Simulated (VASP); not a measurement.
Band structure of Cu (space group Fm-3m). Method: r2SCAN+rVV10, VASP's PBE PAW potentials (set 64) (plane waves; VASP).

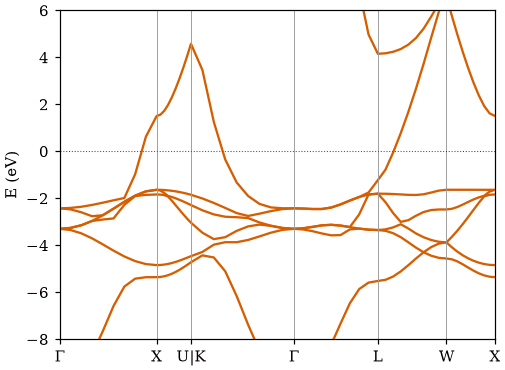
*Bands along high-symmetry lines, zero at the valence-band maximum or, without a gap, the Fermi level*

**Question.** Read the plot: is there a gap, and where are the band edges?

**Answer.** It has no gap at this level: it comes out as a metal or semimetal.

The structure comes from a measured Cu entry (Fm-3m) of the Crystallography Open Database, whose conditions weren't checked. It was relaxed first.
